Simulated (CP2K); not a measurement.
# SiH2Br2 (dibromosilane): BLYP-D3(BJ)/DZVP-MOLOPT-SR-GTH (core potential)

What is the vertical singlet–triplet gap of SiH2Br2 (dibromosilane) at BLYP-D3(BJ)/DZVP-MOLOPT-SR-GTH (core potential)? 

The results are computed with CP2K 2026.2.

1 further run of the same task is left out (set aside as unsound or not needed).

## 1. Starting point

SiH2Br2 has 5 atoms, charge 0, and is taken as a singlet. As SMILES, `Br[SiH2]Br`. The coordinates come from a PBE0-D4/def2-TZVP relaxation.

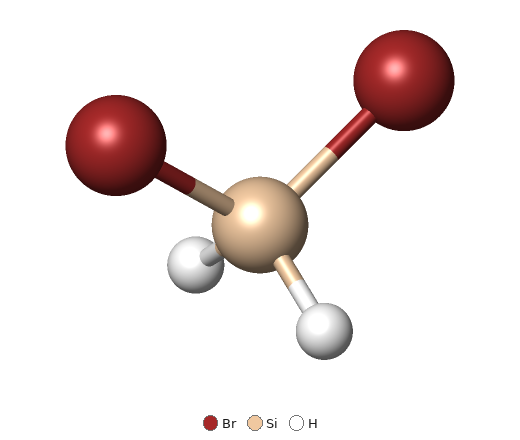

Viewed from a chosen angle; bromine red, silicon light orange, hydrogen white.

## 2. The energy at BLYP-D3(BJ)/DZVP-MOLOPT-SR-GTH (core potential)

Contents of calc.inp:

```
&GLOBAL
    PROJECT_NAME calc
    RUN_TYPE ENERGY
    PRINT_LEVEL MEDIUM
&END GLOBAL

&FORCE_EVAL
    METHOD QUICKSTEP
    &DFT
        BASIS_SET_FILE_NAME BASIS_MOLOPT
        POTENTIAL_FILE_NAME GTH_POTENTIALS
        &QS
            METHOD GPW
            EPS_DEFAULT 1.0E-10
        &END QS
        ! real-space grids
        &MGRID
            CUTOFF 400
            REL_CUTOFF 50
            NGRIDS 4
        &END MGRID
        &POISSON
            PERIODIC NONE
            POISSON_SOLVER MULTIPOLE
        &END POISSON
        &SCF
            SCF_GUESS ATOMIC
            EPS_SCF 1.0E-06
            MAX_SCF 80
            ADDED_MOS 3
            &DIAGONALIZATION
                ALGORITHM STANDARD
            &END DIAGONALIZATION
            &MIXING
                METHOD PULAY_MIXING
                ALPHA 0.4
                NBUFFER 4
            &END MIXING
        &END SCF
        ! functional
        &XC
            &XC_FUNCTIONAL BLYP
            &END XC_FUNCTIONAL
            &VDW_POTENTIAL
                POTENTIAL_TYPE PAIR_POTENTIAL
                &PAIR_POTENTIAL
                    TYPE DFTD3(BJ)
                    PARAMETER_FILE_NAME dftd3.dat
                    REFERENCE_FUNCTIONAL BLYP
                    R_CUTOFF 15
                &END PAIR_POTENTIAL
            &END VDW_POTENTIAL
        &END XC
        &PRINT
            &MOMENTS
                PERIODIC F
                REFERENCE COM
                MAX_MOMENT 1
            &END MOMENTS
            &MO ON
                ENERGIES T
                OCCUPATION_NUMBERS T
                NDIGITS 6
                &EACH
                    QS_SCF 0
                &END EACH
                ADD_LAST NUMERIC
            &END MO
            &HIRSHFELD OFF
            &END HIRSHFELD
        &END PRINT
    &END DFT
    ! atoms, cell and kinds
    &SUBSYS
        &CELL
            ABC 9.8 10.1 9.4
            PERIODIC NONE
        &END CELL
        &COORD
            UNIT bohr
            Br    -3.1609260    -2.3419187     0.6846667
            Si     0.2990114    -0.0874754     0.1033302
            Br    -0.5585464     3.4282655    -1.9691135
            H      2.0851805    -1.5934738    -1.4205260
            H      1.3352616     0.5945834     2.6016426
        &END COORD
        &TOPOLOGY
            &CENTER_COORDINATES
            &END CENTER_COORDINATES
        &END TOPOLOGY
        &KIND Br
            BASIS_SET DZVP-MOLOPT-SR-GTH-q7
            POTENTIAL GTH-BLYP-q7
        &END KIND
        &KIND Si
            BASIS_SET DZVP-MOLOPT-SR-GTH-q4
            POTENTIAL GTH-BLYP-q4
        &END KIND
        &KIND H
            BASIS_SET DZVP-MOLOPT-SR-GTH-q1
            POTENTIAL GTH-BLYP-q1
        &END KIND
    &END SUBSYS
&END FORCE_EVAL
```

On the command line:

```bash
$ OMP_NUM_THREADS=1 cp2k.psmp -i calc.inp -o calc.out
```

Standard output:

```text
CP2K| version string:                                       CP2K version 2026.2
[...]
 GLOBAL| Method name                                                        CP2K
[...]
 GLOBAL| Run type                                                         ENERGY
[...]
 DFT| Spin restricted Kohn-Sham (RKS) calculation                            RKS
 DFT| Multiplicity                                                             1
[...]
 DFT| Charge                                                                   0
[...]
 FUNCTIONAL| BECKE88:
 FUNCTIONAL| LYP:
[...]
 QS| Method:                                                                 GPW
[...]
 QS| Density cutoff [a.u.]:                                                200.0
[...]
 QS| Relative density cutoff [a.u.]:                                        25.0
[...]
                             - Atoms:                                          5
[...]
                             - Spherical basis functions:                     49
[...]
 Number of electrons:                                                         20
[...]
     1 NoMix/Diag. 0.40E+00    0.7     1.18812500       -31.6429755875 -3.16E+01
[...]
    14 Pulay/Diag. 0.40E+00    0.7     0.00000051       -31.8868606562 -2.12E-06
  *** SCF run converged in    14 steps ***
[...]
  Overlap energy of the core charge distribution:               0.00000002769233
  Self energy of the core charge distribution:                -68.36951953355994
  Core Hamiltonian energy:                                     15.61622781789167
  Hartree energy:                                              27.90751942236875
  Exchange-correlation energy:                                 -7.02897628185354
  Dispersion energy:                                           -0.01211210869770
  Total energy:                                               -31.88686065615842
[...]
                     Mulliken Population Analysis
 #  Atom  Element  Kind  Atomic population                           Net charge
       1     Br       1          7.179003                             -0.179003
       2     Si       2          3.726659                              0.273341
       3     Br       1          7.178027                             -0.178027
       4     H        3          0.958377                              0.041623
       5     H        3          0.957934                              0.042066
 # Total charge                             20.000000                 -0.000000
[...]
  Dipole moment [Debye]
    X=  0.1048784E+01 Y= -0.2933955E+00 Z=  0.3672960E+00  Total=      1.1493198
 ENERGY| Total FORCE_EVAL ( QS ) energy [hartree]            -31.886860656158422
[...]
```

Wall time 12 s (1 thread of Arm Neoverse V2, shared host); peak memory 1.1 GiB.

## 3. The triplet, same level

Contents of mol.inp:

```
&GLOBAL
   PROJECT mol
   RUN_TYPE ENERGY
   PRINT_LEVEL MEDIUM
&END GLOBAL

&FORCE_EVAL
   METHOD Quickstep
   &DFT
      BASIS_SET_FILE_NAME BASIS_MOLOPT
      POTENTIAL_FILE_NAME GTH_POTENTIALS
      MULTIPLICITY 3
      LSD T
      # Quickstep
      &QS
         METHOD GPW
         EPS_DEFAULT 1.0E-10
      &END QS
      # plane-wave cutoff in Ry
      &MGRID
         CUTOFF 400
         REL_CUTOFF 50
         NGRIDS 4
      &END MGRID
      # isolated system
      &POISSON
         PERIODIC NONE
         POISSON_SOLVER MULTIPOLE
      &END POISSON
      # self-consistent field
      &SCF
         SCF_GUESS ATOMIC
         EPS_SCF 1.0E-06
         MAX_SCF 30
         &OT
            MINIMIZER DIIS
            PRECONDITIONER FULL_ALL
         &END OT
         &OUTER_SCF
            EPS_SCF 1.0E-06
            MAX_SCF 10
         &END OUTER_SCF
      &END SCF
      &XC
         &XC_FUNCTIONAL BLYP
         &END XC_FUNCTIONAL
         &VDW_POTENTIAL
            POTENTIAL_TYPE PAIR_POTENTIAL
            &PAIR_POTENTIAL
               TYPE DFTD3(BJ)
               PARAMETER_FILE_NAME dftd3.dat
               REFERENCE_FUNCTIONAL BLYP
               R_CUTOFF 15
            &END PAIR_POTENTIAL
         &END VDW_POTENTIAL
      &END XC
      &PRINT
         &MOMENTS
            PERIODIC F
            REFERENCE COM
            MAX_MOMENT 1
         &END MOMENTS
         &MO_CUBES
            NLUMO 5
            NHOMO -1
            WRITE_CUBE F
         &END MO_CUBES
         &HIRSHFELD OFF
         &END HIRSHFELD
      &END PRINT
   &END DFT
   &SUBSYS
      &CELL
         ABC 9.8 10.1 9.4
         PERIODIC NONE
      &END CELL
      &COORD
         UNIT bohr
         Br    -3.1609260    -2.3419187     0.6846667
         Si     0.2990114    -0.0874754     0.1033302
         Br    -0.5585464     3.4282655    -1.9691135
         H      2.0851805    -1.5934738    -1.4205260
         H      1.3352616     0.5945834     2.6016426
      &END COORD
      &TOPOLOGY
         &CENTER_COORDINATES
         &END CENTER_COORDINATES
      &END TOPOLOGY
      &KIND Br
         BASIS_SET DZVP-MOLOPT-SR-GTH-q7
         POTENTIAL GTH-BLYP-q7
      &END KIND
      &KIND Si
         BASIS_SET DZVP-MOLOPT-SR-GTH-q4
         POTENTIAL GTH-BLYP-q4
      &END KIND
      &KIND H
         BASIS_SET DZVP-MOLOPT-SR-GTH-q1
         POTENTIAL GTH-BLYP-q1
      &END KIND
   &END SUBSYS
&END FORCE_EVAL
```

On the command line:

```bash
$ OMP_NUM_THREADS=1 cp2k.psmp mol.inp > mol.out
```

Standard output:

```text
CP2K| version string:                                       CP2K version 2026.2
[...]
 GLOBAL| Method name                                                        CP2K
[...]
 GLOBAL| Run type                                                         ENERGY
[...]
 DFT| Spin unrestricted (spin-polarized) Kohn-Sham calculation               UKS
 DFT| Multiplicity                                                             3
[...]
 DFT| Charge                                                                   0
[...]
 FUNCTIONAL| BECKE88:
 FUNCTIONAL| LYP:
[...]
 QS| Method:                                                                 GPW
[...]
 QS| Density cutoff [a.u.]:                                                200.0
[...]
 QS| Relative density cutoff [a.u.]:                                        25.0
[...]
                             - Atoms:                                          5
[...]
                             - Spherical basis functions:                     49
[...]
 Number of electrons:                                                         11
[...]
     1 OT DIIS     0.15E+00    1.3     0.07593313       -30.8351019115 -3.08E+01
[...]
    19 OT DIIS     0.15E+00    1.4     0.00000068       -31.6773770465 -5.74E-10
  *** SCF run converged in    19 steps ***
[...]
  Overlap energy of the core charge distribution:               0.00000002769233
  Self energy of the core charge distribution:                -68.36951953355994
  Core Hamiltonian energy:                                     15.86732832693873
  Hartree energy:                                              27.84711982621759
  Exchange-correlation energy:                                 -7.01019358512984
  Dispersion energy:                                           -0.01211210869770
  Total energy:                                               -31.67737704653883
[...]
                     Mulliken Population Analysis
 #  Atom  Element  Kind  Atomic population (alpha,beta) Net charge  Spin moment
       1     Br       1         3.810059     3.244910    -0.054969     0.565149
       2     Si       2         2.328166     1.649393     0.022441     0.678773
       3     Br       1         3.809818     3.245190    -0.055007     0.564628
       4     H        3         0.526044     0.430247     0.043709     0.095797
       5     H        3         0.525913     0.430260     0.043827     0.095653
 # Total charge and spin       11.000000     9.000000    -0.000000     2.000000
[...]
  Dipole moment [Debye]
    X=  0.4419761E+00 Y= -0.1265316E+00 Z=  0.1595314E+00  Total=      0.4866245
[...]
 HOMO - LUMO gap [eV] :    0.017356
 ENERGY| Total FORCE_EVAL ( QS ) energy [hartree]            -31.677377046538826
[...]
```

Wall time 70 s (1 thread of Arm Neoverse V2, shared host); peak memory 0.99 GiB.

## 4. What came out

At BLYP-D3(BJ)/DZVP-MOLOPT-SR-GTH (core potential):

```
                                        quantity          value
                           singlet: total energy   -31.88686 Eh
                          singlet: dipole moment         1.15 D
                            singlet: HOMO energy       -7.05 eV
                            singlet: LUMO energy       -1.23 eV
                          singlet: HOMO–LUMO gap        5.82 eV
                      singlet: dispersion energy  -31.80 kJ/mol
                           triplet: total energy   -31.67738 Eh
                          triplet: dipole moment         0.49 D
     triplet: HOMO energy (highest over α and β)       -1.41 eV
                      triplet: dispersion energy  -31.80 kJ/mol
                                   triplet: ⟨S²⟩          2.003
vertical energy of the triplet above the singlet       5.700 eV
```

**Reading.** At this shape the triplet lies 5.70 eV (131 kcal/mol) above the singlet.
